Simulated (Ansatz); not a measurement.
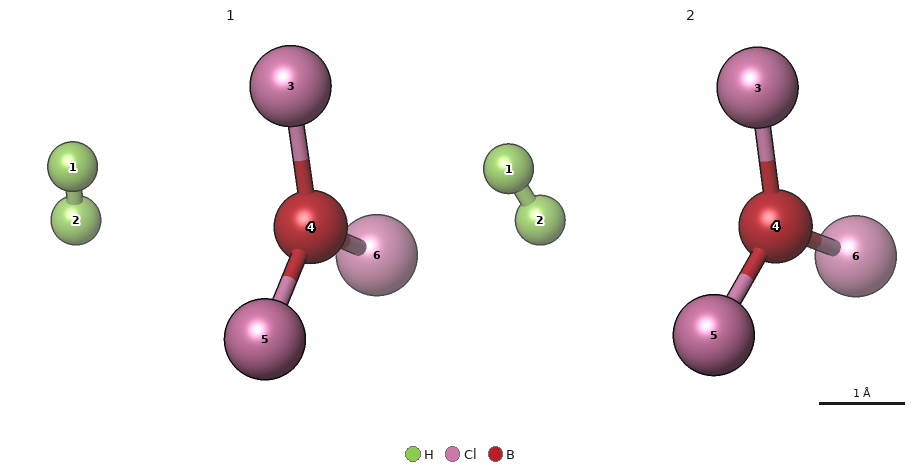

Two geometries of BH₂Cl₃ (coarse preliminary run), drawn at one scale. One is the start of a relaxation, the other its converged end. Style: ball-and-stick. Shown at a tilt.

Computed with RKS PBE-D4/def2-SVP (Ansatz). Set-up: force threshold 0.03 eV/Å; at most 250 steps.

### Which of the two is the end point?

Structure 1 is the relaxed one. H1 moves most after the best rigid fit: 0.28 Å. By element the largest moves are H 0.28 Å, Cl 0.25 Å, B 0.06 Å. Near-neighbour distances that change, for instance: B4–Cl5 1.723 → 1.752 Å, B4–Cl6 1.726 → 1.751 Å, H1–H2 0.778 → 0.768 Å. Over 12 accepted moves (17 points after the start) the energy falls by 4.60 kJ/mol. Largest force component: 0.86 eV/Å at the start, 0.019 eV/Å at the end. The line search rejected the trial steps at points 2, 7, 8, 9, 15 of the run. The forces were under the threshold at step 6, but the run went on from there. Cost: 12 s on 4 threads of Arm Neoverse V1, on a shared host.

Limits of the set-up: the start holds two separate molecules, 3.2 Å apart at their closest, whose relative position is a soft coordinate.
